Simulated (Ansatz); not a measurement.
# Tunnelling decay and corrugation (surface alloy): Pt(110)-(2x1)-Ce surface alloy; Au(111)-(2x2)-Sb surface alloy; and others

A simple barrier model says that the current falls as exp(−2κz) with κ = 0.512 √φ (Å⁻¹, φ in eV). How well does that hold over real surfaces, and how fast does atomic contrast fade as the tip draws back?

Set-up. Ansatz 0.2.0, plane waves with PAW datasets (its set soft_2), functional as listed; relaxed slabs, Tersoff-Hamann images of the filled states within the window listed under the Fermi level. κ is fitted to the planar mean between 3 and 5 Å over the top atom; the model's barrier is the work function plus half the window. A setpoint is the mean density at the height named.

Results:

| surface | functional | work function (eV) | window (eV) | κ, model (Å⁻¹) | κ, fitted (Å⁻¹) | near setpoint (Å): corrugation (Å) | far setpoint (Å): corrugation (Å) |
| --- | --- | --- | --- | --- | --- | --- | --- |
| Pt(110)-(2x1)-Ce surface alloy | PBE-D3(BJ) | 2.70 | 0.20 | 0.86 | 0.83 | 2.5: 1.200 | 4: 0.463 |
| Hf(0001)-(2x1)-Si surface alloy | PBE | 3.90 | 0.30 | 1.03 | 1.09 | 3: 0.973 | 5: 0.490 |
| Cu(110)-(3x1)-In surface alloy | PBEsol | 4.22 | 0.50 | 1.08 | 1.18 | 2.5: 1.157 | 4: 0.966 |
| W(110)-(rectangular two-atom cell)-Tl surface alloy | r2SCAN | 4.27 | 0.40 | 1.08 | 1.15 | 2.5: 0.417 | 4: 0.163 |
| Pd(110)-(1x2)-In surface alloy | PBE | 4.35 | 0.20 | 1.08 | 1.11 | 2.5: 1.052 | 4: 0.549 |
| Au(110)-(1x2)-Bi surface alloy | LDA | 4.35 | 0.50 | 1.10 | 1.19 | 3: 0.931 | 5: 0.678 |
| Ir(110)-(3x1)-Mn surface alloy | PBE | 4.59 | 0.50 | 1.13 | 1.18 | 3: 0.596 | 4.5: 0.298 |
| Cu(100)-(3x1)-Si surface alloy | PBE-D3(BJ) | 4.63 | 0.20 | 1.11 | 1.17 | 2.5: 0.423 | 4: 0.113 |
| Cr(110)-(2x1)-Co surface alloy | PBE | 4.70 | 0.40 | 1.13 | 1.13 | 2.5: 0.100 | 4: 0.060 |
| Au(111)-(2x2)-Sb surface alloy | LDA | 4.99 | 0.20 | 1.16 | 1.26 | 3: 0.992 | 5: 0.495 |

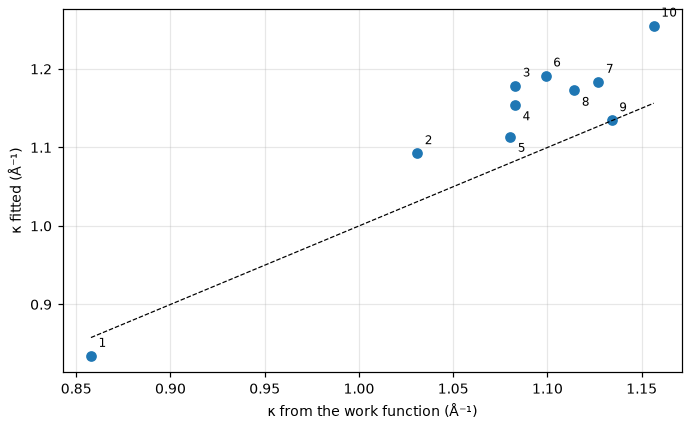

Fitted against model decay constants; points are numbered as the table's rows, and the dashed line marks equality.

**Answer.** The fitted κ is 0.97 to 1.09 times the model's, and larger in 8 of 10. Momentum along the surface adds to κ² and raises it, while a barrier that has not reached its full height this near the surface lowers it. Worked for Pt(110)-(2x1)-Ce surface alloy: 0.512 × √(2.70 + 0.10) = 0.86 Å⁻¹; with the fitted 0.83 Å⁻¹ the current falls by exp(2 × 0.83) = 5.3 per Å. Where it is still over 0.005 Å at the far setpoint (10 rows), the corrugation falls by a factor of 1.1 to 2.4 per Å.

Caveats: The model has an s-wave tip and no forces between tip and sample. Semilocal potentials reach the vacuum level too fast, without an image tail. The surfaces are built from prototypes and need not be the stable ones; functionals, windows and heights differ between rows (the narrowest window from 0.2 eV on is taken, and runs with charge in the vacuum are left out), and rows with Cr, Mn, Fe, Co, Ni or Gd rest on one magnetic start or none. The table is a selection: not every member that was run is listed.
